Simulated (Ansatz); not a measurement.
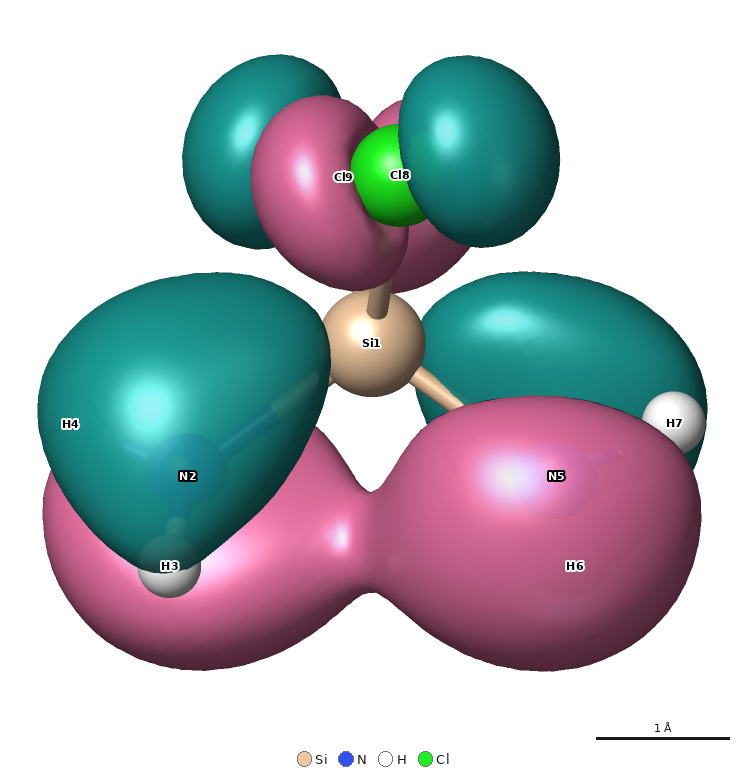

Figure. Cl2H4N2Si. The HOMO−1 at ±0.08 Å⁻³ᐟ² (teal and pink are the two phases), seen across its widest extent.

Geometry: PBE-D4/def2-SVP.

Level of theory: Ansatz, RKS PBE0-D4/def2-TZVP.

```xyz
9

Si   -0.3697    0.0077   -0.2585
N    -0.3395   -0.2301    1.4409
H     0.0976    0.4852    2.0276
H    -1.1529   -0.6483    1.8971
N     1.2434    0.2103   -0.8083
H     1.9231   -0.5302   -0.6169
H     1.4049    0.6455   -1.7188
Cl   -1.3796    1.6939   -0.9644
Cl   -1.4274   -1.6339   -0.9987
```

### Where does this orbital lie, and at what energy?

Its weight (Hirshfeld) is mainly on N2 (about 35 %), N5 (about 35 %), Si1 (about 10 %), Cl8 (about 5 %) and Cl9 (about 5 %); largely a combination of lone pairs on N2, N5, Cl8 and Cl9. Its energy is −8.15 eV.
